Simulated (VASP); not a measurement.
Band structure of SnS$_{2}$ (1T layered). Calculation: PBEsol GGA with spin-orbit coupling, VASP's PBE PAW potentials (set 64) (plane waves; VASP).

The path is coarsely sampled, so an indirect gap can come out somewhat too large. Without a dispersion term in the relaxation, distances and binding between the weakly bound layers, chains or molecules are unreliable, and so is what depends on them.

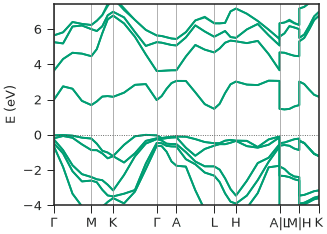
Figure. Bands along high-symmetry lines, zero at the valence-band maximum or, without a gap, the Fermi level

Task: Read the plot: is there a gap, and where are the band edges?

Result: The gap is indirect, 1.44 eV, from the valence maximum at K-Γ at 0.75 to the conduction minimum at L-M at 0.25.

The compound is SnS2 in the 1T layered structure. It was relaxed first.
